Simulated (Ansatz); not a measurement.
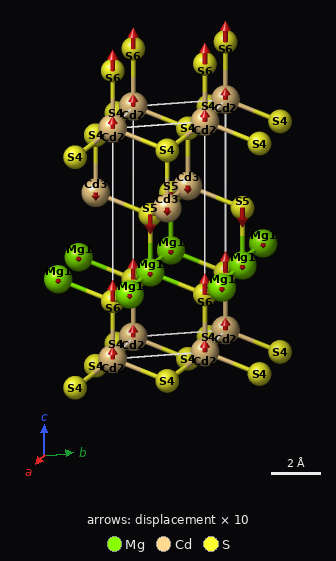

This is a relaxation of crystalline MgCd$_{2}$S$_{3}$ (a generated structure, set up in P3m1) (coarse preliminary run). The starting structure is drawn; red arrows show the displacements (the part carried along by the change of the cell is left out), 10 times their true length.

The picture is a ball-and-stick view of the cell of the calculation, seen slightly off an axis.

These are results of Ansatz 0.2.0, DFT PBE, scalar-relativistic, plane waves, PAW, not measurements. Set-up: plane-wave cutoff 420 eV; k-point mesh 6 × 6 × 2; occupations gaussian; smearing width 0.1 eV; no spin polarisation; cell and atoms relaxed; force threshold 0.04 eV/Å; at most 70 steps.

Question: Describe the change and its energy.

Answer: The energy falls by 59.5 meV per atom in 2 accepted moves (3 points after the start). Largest force component: 0.8 eV/Å at the start, 0.0079 eV/Å at the end. Pressure: 7.18 GPa at the start and 0.09 GPa at the end. The SCF was repeated once at an unchanged geometry on a basis and grid sized afresh for the cell, which shifted the energy by 0.3 meV per atom at most. The largest move relative to the cell is that of S6, 0.091 Å along +c. Largest moves by element: S 0.091 Å, Cd 0.053 Å, Mg 0.021 Å. The volume changes by +10.4 %, with a = b 4.001 → 4.138 Å (+3.4 %), c 9.799 → 10.112 Å (+3.2 %). Among the contacts that change: Cd2–S6 2.450 → 2.566 Å, Cd3–S4 2.450 → 2.560 Å, Cd2–S4 2.450 → 2.552 Å, Mg1–S6 2.450 → 2.498 Å. Among the angles between lasting bonds that change: S5–Mg1–S6 109.5° → 107.0°, Mg1–S6–Cd2 109.5° → 107.0°, Mg1–S6–Mg1 109.5° → 111.8°. The space group stays P3m1 (No. 156).
